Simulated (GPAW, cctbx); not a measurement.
# How far are the atoms of CaZn2I6 from free atoms?

Question: by how much does bonding change the X-ray structure factors of CaZn2I6, how firmly does DFT give the change, and what does a routine refinement make of it?

The cell comes from substitution in a known structure type and wasn't matched to any measured phase. All numbers below are calculated.

## Step 1: Relax the structure

The density hangs on the geometry, so cell and atoms are relaxed first, with the symmetry held. The cutoff is set higher than for the density because stress converges slowly with plane waves.

Settings: GPAW 26.7.0, PBE, 570 eV, 2×2×2 k-points, Fermi–Dirac width 0.05 eV, BFGS to 0.03 eV/Å.

```text
cell
1.0
     0.000000000    0.000000000    7.343000000
     8.022000000    0.000000000    0.000000000
    -4.011000000    6.947255789    0.000000000
I Zn Ca
6 2 1
Direct
0.755700000 0.671200000 0.000000000
0.244300000 0.328800000 0.000000000
0.244300000 0.671200000 0.671200000
0.755700000 0.328800000 0.328800000
0.244300000 0.000000000 0.328800000
0.755700000 0.000000000 0.671200000
0.500000000 0.666666667 0.333333333
0.500000000 0.333333333 0.666666667
0.000000000 0.000000000 0.000000000
```

```console
$ OMP_NUM_THREADS=1 mpirun -n 4 gpaw python run.py > gpaw.log
```

```text
BFGS:    0      -18.318539        1.003308
BFGS:    1      -18.427348        0.995930
BFGS:    2      -19.425288        0.948972
BFGS:    3      -20.057465        0.751551
...
BFGS:   12      -20.510140        0.040177
BFGS:   13      -20.510403        0.035204
BFGS:   14      -20.510754        0.025784
cell  6.8980 7.3510 7.3510  120.00 90.00 90.00
volume 322.814 A^3, largest force 0.012 eV/A, largest stress 0.12 GPa
```

The cell moved far, while the k-mesh and basis were chosen for the start, so the final shape may be somewhat biased.

After 14 steps the volume has changed by -21.1 % and the energy by -2.192 eV; the largest stress left is 0.12 GPa. It took 5.6 min on 4 cores of Arm Neoverse V1 (shared host), peak memory 1.8 GiB.

Relaxed structure: P-31m (no. 162), a = 7.3510 Å, b = 7.3510 Å, c = 6.8980 Å, α = 90.00°, β = 90.00°, γ = 120.00°.

```
atom  mult.       x    y       z
  I1      6  0.6431    0  0.7356
 Zn1      2     2/3  1/3     1/2
 Ca1      1       0    0       0
```

## Step 2: Density and charge transfer

X-rays see the whole electron density, so the PAW density is rebuilt with its core regions. Subtracting spherical free atoms from the same code cancels the cores and leaves the deformation density Δρ, the part due to bonding.

Settings: PBE, 450 eV, 3×3×3 k-points, Fermi–Dirac width 0.05 eV; primitive cell of 9 atoms.

```console
$ OMP_NUM_THREADS=1 mpirun -n 4 gpaw python run.py > gpaw.log
```

```text
|iter:   1|       0s |  -20.809645 | +0.59 |       |
|iter:   2|       2s |  -20.952682 | +0.04 | -1.30 |
|iter:   3|       3s |  -20.537364 | -0.61 | -1.37 |
...
|iter:  18|      26s |  -20.503391c| -6.81 | -6.28c|
|iter:  19|      28s |  -20.503391c| -7.24 | -6.72c|
|iter:  20|      28s |  -20.503391c| -8.45c| -6.68c|
```

```text
grid (70, 72, 72)  electrons 398.000  moved by bonding 1.483 e
deformation density beyond 0.5 A of the nuclei: max 0.078, min -0.072 e/A^3
atom        x       y       z   Voronoi charge  moment
I 1    0.7356  0.6431  0.0000     -0.126       0.00
I 2    0.2644  0.3569  0.0000     -0.126       0.00
I 3    0.2644  0.6431  0.6431     -0.126       0.00
I 4    0.7356  0.3569  0.3569     -0.126       0.00
I 5    0.2644  0.0000  0.3569     -0.126       0.00
I 6    0.7356  0.0000  0.6431     -0.126       0.00
Zn7    0.5000  0.6667  0.3333      0.272       0.00
Zn8    0.5000  0.3333  0.6667      0.272       0.00
Ca9    0.0000  0.0000  0.0000      0.214       0.00
mean inner potential of superposed free atoms 12.791 V
total magnetic moment 0.000 muB
```

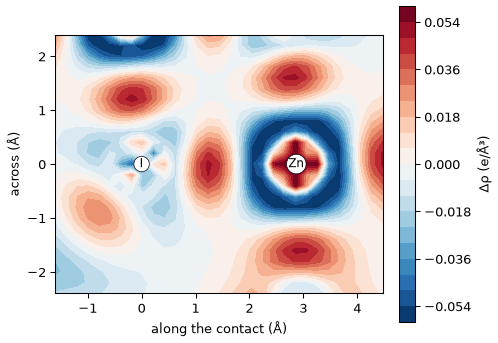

Deformation density in a plane through the shortest contact of the I atom at the origin; red gains electrons, blue loses them.

I gains most (-0.13 e) and Zn loses most (+0.27 e); I is the most electronegative element, but the order of the others doesn't follow electronegativity. Such charges fall far short of formal ones, since overlapping free atoms already put density on their neighbours. Along the shortest contact from the I atom at the map's origin, I–Zn at 2.87 Å, Δρ is +0.04 e/Å³ at the midpoint and highest, +0.05, 1.28 Å from I (points within 0.5 Å of a nucleus left out): little piles up between the atoms. At the midpoints of other shortest contacts it is +0.03 (I–Ca, 3.19 Å) e/Å³. Point values carry grid noise of about 0.01 e/Å³. The run needed 20 iterations, 37 s.

## Step 3: From the density to structure factors

The Fourier components of Δρ, added to those of the free atoms, give the static X-ray structure factors; the Mott–Bethe relation turns them into the Fourier components V of the potential that fast electrons feel.

```text
static structure factors of the conventional cell: F in electrons, V (Mott-Bethe) in volts
   h  k  l      d  |F| table  |F| free   |F| DFT   change   |V| free  |V| DFT  change %
   0  0  1  6.8980    66.814    66.796    66.636   -0.160     1.268    1.376      8.5
   1  0  0  6.3662    35.220    35.182    35.061   -0.122     0.422    0.492     16.6
   1  0  1  4.6783    46.933    47.008    46.818   -0.190     1.656    1.715      3.6
   1  1  0  3.6755    67.835    67.861    68.298    0.436     1.529    1.445     -5.5
   0  0  2  3.4490   203.360   203.486   204.045    0.559     4.956    4.862     -1.9
   1  1  1  3.2438   254.046   254.130   254.160    0.030     5.968    5.964     -0.1
   1  1 -1  3.2438   205.481   205.656   206.317    0.661     5.457    5.358     -1.8
   2  0  0  3.1831    39.284    39.342    39.630    0.288     1.270    1.229     -3.3
   1  0  2  3.0325    11.214    11.262    11.411    0.149     0.553    0.533     -3.5
   2  0  1  2.8902    35.956    35.923    35.994    0.070     1.048    1.039     -0.8
   1  1  2  2.5151   224.362   224.330   224.172   -0.158     5.148    5.162      0.3
   1  1 -2  2.5151   146.969   146.882   146.757   -0.125     3.419    3.430      0.3
   2  1  0  2.4062     5.291     5.202     5.210    0.008     0.086    0.087      0.8
   2  0  2  2.3391    54.631    54.569    54.479   -0.089     0.983    0.990      0.7
```

The largest X-ray change is +0.66 e on 1 1 -1, 0.3 % of |F|. For electrons V goes as (Z − F)/g², so a change of F counts against Z − F, which is small at low angle and wherever the atoms' terms cancel: |V| of 100 moves by +16.6 % (0.42 to 0.49 V) against -0.3 % in |F|. The tabulated Hartree–Fock atoms differ from the free DFT atoms by up to 0.18 e, so the choice of reference atom matters too.

## Step 4: Which functional?

The same geometry is run with other functionals, to see whether the bonding signal is larger than the spread between approximations. Free atoms are LDA for LDA and PBE otherwise; meta-GGAs and hybrids keep PBE cores. Any other changed setting is in the row's label.

```csv
run,ΔF 1 1 -1 (e),ΔF 002 (e),ΔF 110 (e),q(I) (e),moved (e),time
PBE,+0.661,+0.559,+0.436,-0.126,1.483,37 s
LDA,+0.575,+0.468,+0.393,-0.117,1.364,32 s
r2SCAN,+0.664,+0.605,+0.490,-0.155,1.709,81 s
```

At the base's settings ΔF(1 1 -1) spans +0.575 to +0.664 e, a spread of 13 % of the PBE value; over the three listed reflections the spread is at most 25 %, so sign and size hold across the functionals. Times are from shared hosts.

## Step 5: Refining ordinary atoms against data with bonding

Routine crystallography fits spherical atoms. To see the bias, intensities are simulated from tabulated atoms plus the DFT change ΔF, so that bonding alone can misfit (21130 reflections of the full sphere, merged to the counts below, to 0.4 Å, 1.5 % proportional noise plus counting noise, assumed isotropic U as listed, Δρ smeared by the mean U) and refined with cctbx over different ranges.

| range | data | R1 | GooF | U I1 (true 0.0042) | U Zn1 (true 0.0052) | U Ca1 (true 0.006) | largest shift (Å) | Δρ max, min (e/Å³) |
| --- | --- | --- | --- | --- | --- | --- | --- | --- |
| all data | 1900 | 0.0053 | 0.98 | 0.0042 | 0.0052 | 0.0060 | 0.0000 | 0.48, -0.47 |
| low resolution, d > 0.84 | 223 | 0.0039 | 1.06 | 0.0042 | 0.0050 | 0.0061 | 0.0000 | 0.18, -0.19 |
| high order, d < 0.75 | 1590 | 0.0059 | 0.97 | 0.0042 | 0.0052 | 0.0060 | 0.0000 | 0.43, -0.39 |
| occupancies free, d > 0.7 | 384 | 0.0037 | 0.97 | 0.0042 | 0.0052 | 0.0060 | 0.0001 | 0.19, -0.22 |

With all data GooF is 0.98, so at this noise the bonding hardly shows; the top residual peak lies 1.77 Å from I and 2.60 Å from I. No U is off by more than 3 s.u. at low resolution. With I1 held at 1 and the scale free, the other occupancies refine to Zn1 1.002(0.001) and Ca1 0.999(0.003), within three s.u. of full.

## Step 6: Answer

Bonding moves 1.48 e in the primitive cell of CaZn2I6 and changes the structure factors of the conventional cell in the table above by at most 0.66 e (1 1 -1, 0.3 %), and among reflections above 2 % of the strongest by up to 1.3 % (102). The shortest bond, I–Zn, has Δρ = +0.04 e/Å³ at its midpoint. At the base's settings ΔF(1 1 -1) spans +0.575 to +0.664 e, a spread of 13 % of the PBE value; over the three listed reflections the spread is at most 25 %, so sign and size hold across the functionals. With all data GooF is 0.98, so at this noise the bonding hardly shows. Limits: static density, frozen cores, no spin–orbit coupling.

[Outputs are excerpts: Python notices, other lines and further rows are left out; steps that failed or that the build refused (PBEsol, TPSS) are not shown.]

[Logs are printed without paths, hosts, clocks, repeated set-up lines and the standing remarks that a program may print on its own settings, such as how far it seeks lower states.]
